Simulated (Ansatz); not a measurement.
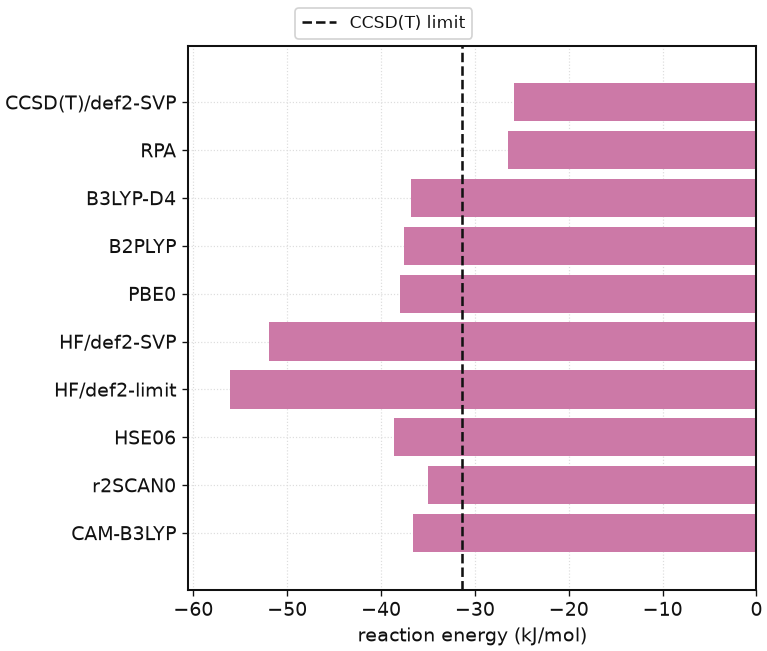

Electronic reaction energy of AlBH₃SOF ([OH][AlH][S]BF) + HI (I) → AlH₂OI ([OH][AlH][I]) + BH₂SF (FBS) (SMILES in brackets) at several levels (functionals in def2-TZVPP unless a basis is named), isolated molecules at PBE0-D4 triple-zeta geometries, minima by their frequencies, no zero-point or thermal terms, the Ansatz code 0.2.0. The line is frozen-core CCSD(T) at the basis limit (MP2 extrapolated from triple and quadruple zeta, plus CCSD(T) less MP2 in a smaller set). RPA and B2PLYP hold a correlation term that converges slowly with the basis, so part of the distance to the limit is basis error. No dispersion term is added to B2PLYP, PBE0, HSE06, r2SCAN0 and CAM-B3LYP. The distance of CCSD(T)/def2-SVP and HF/def2-SVP to the limit includes basis error. Core potentials past Kr.

What range do the values span, the line included?

From −56.1 kJ/mol (HF/def2-limit) to −25.9 kJ/mol (CCSD(T)/def2-SVP).

Which level comes closest to the line (CCSD(T) limit), and which misses most?

Closest r2SCAN0 (−35.0 kJ/mol), against −31.4 kJ/mol; farthest HF/def2-limit (−56.1 kJ/mol).

Caveats: outer-core shells are correlated without core-valence functions, which makes the correlated values less sure; spin-orbit coupling is left out, and with I it can shift these values; one conformer of each flexible molecule.
